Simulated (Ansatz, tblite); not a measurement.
**B9N9 wurtzite hole sphere (B9N9H24): spin states and exact exchange**

Aim: set other spin states of B9N9 wurtzite hole sphere (B9N9H24) against its singlet, on many levels of theory.

Computed with Ansatz 0.2.0, Gaussian basis. Level: as each input shows.

Plan: triplet, at the geometry of the singlet (GFN1-xTB, GFN2-xTB, PBE0-D4/def2-TZVP, PBE-D4/def2-TZVP); the singlet's energies come from earlier runs.

## Step 1: The relaxed structure

The singlet was relaxed beforehand with PBE-D4/def2-SVP.

42 atoms, charge 0, spin multiplicity 1.

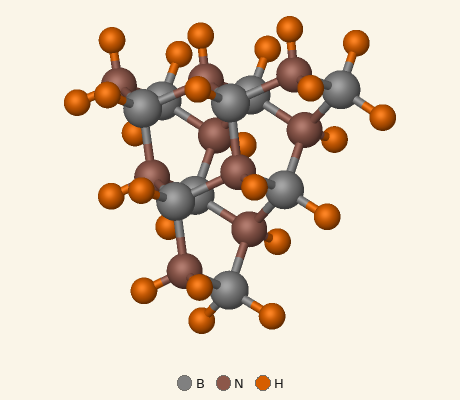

The structure; boron grey, nitrogen brown, hydrogen orange.

## Step 2: Triplet at the fixed geometry, GFN1-xTB

Tight binding, by tblite at 300 K electronic temperature and without a spin-polarisation term:

```python
tblite.interface.Calculator('GFN1-xTB', numbers, positions, charge=0, uhf=2).singlepoint()
```

Energy -1485.5303 eV; 0.11 s.

## Step 3: Triplet at the fixed geometry, GFN2-xTB

Tight binding, by tblite at 300 K electronic temperature and without a spin-polarisation term:

```python
tblite.interface.Calculator('GFN2-xTB', numbers, positions, charge=0, uhf=2).singlepoint()
```

Energy -1357.2703 eV; 0.067 s.

## Step 4: Triplet at the fixed geometry, PBE0-D4/def2-TZVP

in.yaml reads:

```yaml
crystal:
  periodic: [false, false, false]
  atoms:
    - {symbol: B, position_ang: [-0.001142, -3.012540, -0.839921]}
    - {symbol: N, position_ang: [-0.002242, -2.951377, 0.773939]}
    - {symbol: N, position_ang: [-0.000681, -1.493519, -1.292344]}
    - {symbol: B, position_ang: [-1.305893, -0.753874, -0.822643]}
    - {symbol: B, position_ang: [-0.000971, -1.477244, 1.358549]}
    - {symbol: N, position_ang: [-1.254740, -0.722539, 0.789301]}
    - {symbol: N, position_ang: [-1.292139, 0.745538, -1.294456]}
    - {symbol: B, position_ang: [-2.607774, 1.506063, -0.844139]}
    - {symbol: B, position_ang: [-1.279943, 0.741429, 1.356450]}
    - {symbol: N, position_ang: [-2.555451, 1.478840, 0.769815]}
    - {symbol: B, position_ang: [1.305154, -0.755089, -0.822726]}
    - {symbol: N, position_ang: [1.253833, -0.724191, 0.789238]}
    - {symbol: N, position_ang: [1.292733, 0.744422, -1.294512]}
    - {symbol: B, position_ang: [0.000686, 1.506697, -0.824780]}
    - {symbol: B, position_ang: [1.280997, 0.739709, 1.356382]}
    - {symbol: N, position_ang: [0.000962, 1.448976, 0.787165]}
    - {symbol: B, position_ang: [2.608940, 1.503999, -0.844247]}
    - {symbol: N, position_ang: [2.557675, 1.475059, 0.769701]}
    - {symbol: H, position_ang: [-1.027030, -3.577851, -1.215941]}
    - {symbol: H, position_ang: [1.025316, -3.577900, -1.214315]}
    - {symbol: H, position_ang: [-0.814465, -3.459078, 1.147301]}
    - {symbol: H, position_ang: [0.808064, -3.461247, 1.148484]}
    - {symbol: H, position_ang: [-0.000816, -1.537228, -2.319948]}
    - {symbol: H, position_ang: [-2.312144, -1.334851, -1.217922]}
    - {symbol: H, position_ang: [-0.000884, -1.518365, 2.586866]}
    - {symbol: H, position_ang: [-2.088894, -1.203073, 1.147254]}
    - {symbol: H, position_ang: [-1.328921, 0.765971, -2.322128]}
    - {symbol: H, position_ang: [-3.610284, 0.899096, -1.218234]}
    - {symbol: H, position_ang: [-2.584218, 2.676567, -1.221927]}
    - {symbol: H, position_ang: [-1.316372, 0.763675, 2.584716]}
    - {symbol: H, position_ang: [-3.402465, 1.032488, 1.144224]}
    - {symbol: H, position_ang: [-2.589350, 2.436610, 1.141833]}
    - {symbol: H, position_ang: [2.310994, -1.336729, -1.218066]}
    - {symbol: H, position_ang: [2.087308, -1.205938, 1.147143]}
    - {symbol: H, position_ang: [1.329587, 0.764643, -2.322185]}
    - {symbol: H, position_ang: [0.001057, 2.667972, -1.221927]}
    - {symbol: H, position_ang: [1.317449, 0.761986, 2.584646]}
    - {symbol: H, position_ang: [0.001655, 2.412072, 1.143981]}
    - {symbol: H, position_ang: [3.611027, 0.897238, -1.219795]}
    - {symbol: H, position_ang: [2.585398, 2.674964, -1.220629]}
    - {symbol: H, position_ang: [3.403873, 1.026274, 1.143070]}
    - {symbol: H, position_ang: [2.594106, 2.432327, 1.142744]}
basis:
  gaussian: {orbitals: def2-TZVP, fitting: {mean_field: def2-universal-jkfit}}
magnetization: {spin_polarized: true, initial_magnetization: 2}
hamiltonian: {xc: pbe0, dispersion: d4}
scf: {omitted_lower_state_checks: [starts]}
output: {orbitals: {seedname: orbitals}}
```

Command:

```sh
$ ansatz run in.yaml --threads 2 --pin off --events-out ev --progress --plain --max-ram 32768MiB --backend cuda --devices 0, --max-vram 18GiB
```

Output:

```text
Functional definition: PBE0
  name "PBE0"
  cite "Adamo & Barone, J. Chem. Phys. 110, 6158 (1999) doi:10.1063/1.478522"
  cite "Perdew, Burke & Ernzerhof, Phys. Rev. Lett. 77, 3865 (1996) doi:10.1103/PhysRevLett.77.3865"
  parent pbe
  parameter a = 0.25
  parameter kappa = 0.804
  parameter beta = 0.06672455060314922
  exchange = (1 - a)*pbe_x(kappa = kappa, mu = beta*pi^2/3) + a*exact_x
  correlation = pbe_c(beta = beta)
these checks for a lower state are left out or cut short: starts
1800 factors; integrals over basis functions are off by at most 4.0e-1 eV
mean field evaluation 1: about -19846.9310 eV, gradient 9.2e1 eV
mean field evaluation 2: about -19758.9932 eV, gradient 1.7e2 eV
mean field evaluation 4: about -19880.2650 eV, gradient 1.8e1 eV
mean field evaluation 8: about -19882.0292 eV, gradient 1.8e0 eV
mean field evaluation 16: about -19882.0917 eV, gradient 5.1e-1 eV
mean field evaluation 32: about -19882.1857 eV, gradient 2.3e-4 eV
mean field -19882.18570332 eV, -730.6568479676 hartree, gradient 3.6e-6 eV, S^2 2.002937; 0 other end points of the search recorded, 0 dependent functions left out
reference -19882.18576981 eV, -730.6568504110 hartree; 67, 65 occupied and 635, 637 virtual orbitals, 1800 factors
Total energy: -19883.84291166 eV, -730.7177492506 hartree
Checks for a lower state left out: starts
```

It took 28 s on 1 × H100 (card shared with other runs) with 2 threads of AMD EPYC 7R13, shared host; peak host memory 1.4 GiB.

HOMO -1.25 eV, LUMO -6.97 eV (over both spins; with the spin held, an empty level of the minority spin lies below the top filled one); ⟨S²⟩ 2.003 (pure: 2.00).

## Step 5: Triplet at the fixed geometry, PBE-D4/def2-TZVP

start.molden holds the orbitals of an earlier run on this state, given as this run's starting guess.

Edit in.yaml of step 4 so:

```diff
@@ -46,5 +46,5 @@
 basis:
-  gaussian: {orbitals: def2-TZVP, fitting: {mean_field: def2-universal-jkfit}}
+  gaussian: {orbitals: def2-TZVP, fitting: {mean_field: def2-universal-jkfit}, initial_orbitals: start.molden}
 magnetization: {spin_polarized: true, initial_magnetization: 2}
-hamiltonian: {xc: pbe0, dispersion: d4}
+hamiltonian: {xc: pbe, dispersion: d4}
 scf: {omitted_lower_state_checks: [starts]}
```

Same command.

Output:

```text
Functional definition: PBE
  name "PBE"
  cite "Perdew, Burke & Ernzerhof, Phys. Rev. Lett. 77, 3865 (1996) doi:10.1103/PhysRevLett.77.3865"
  parent pbe
  parameter kappa = 0.804
  parameter beta = 0.06672455060314922
  exchange = pbe_x(kappa = kappa, mu = beta*pi^2/3)
  correlation = pbe_c(beta = beta)
these checks for a lower state are left out or cut short: starts
1800 factors; integrals over basis functions are off by at most 4.0e-1 eV
mean field evaluation 1: about -19879.4306 eV, gradient 1.2e1 eV
mean field evaluation 2: about -19879.7943 eV, gradient 4.2e-1 eV
mean field evaluation 4: about -19879.8431 eV, gradient 1.8e-1 eV
mean field evaluation 8: about -19879.8441 eV, gradient 1.7e-3 eV
mean field evaluation 16: about -19879.8441 eV, gradient 4.1e-5 eV
mean field -19879.84413488 eV, -730.5707969145 hartree, gradient 4.2e-6 eV, S^2 2.001046; 0 other end points of the search recorded, 0 dependent functions left out
reference -19879.84422324 eV, -730.5708001616 hartree; 67, 65 occupied and 635, 637 virtual orbitals, 1800 factors
Total energy: -19881.75861527 eV, -730.6411527712 hartree
Checks for a lower state left out: starts
```

Run time: 19 s. Hardware: 1 × H100 (card shared with other runs) with 2 threads of AMD EPYC 7R13, shared host; peak host memory 1.3 GiB.

From the report: HOMO -1.17 eV, LUMO -6.90 eV (over both spins; with the spin held, an empty level of the minority spin lies below the top filled one); ⟨S²⟩ 2.001 (pure: 2.00).

## Step 6: Triplet less singlet, vertical

The singlet's energies are those of its earlier runs, whose logs aren't repeated here.

```tsv
level	triplet less singlet, vertical (kcal/mol)	time
GFN1-xTB	+177.0	0.16 s
GFN2-xTB	+225.9	0.11 s
PBE-D4/def2-TZVP	+128.4	36 s
PBE0-D4/def2-TZVP	+152.5	42 s
```

Times add the two runs; a level without a time comes out of a correlated run. Tight binding without a spin term can't rank spin states.

## Step 7: Summary of results

```
                                                quantity                                         value
triplet less singlet, vertical, functionals in def2-TZVP  +128.4 (PBE-D4) to +152.5 kcal/mol (PBE0-D4)
```

**Reading.** All functionals put the triplet above the singlet, over a spread of 24.2 kcal/mol. The checks for a lower triplet were left out, so another state of that spin may lie lower. These are electronic energies, without zero-point motion, entropy or surroundings.
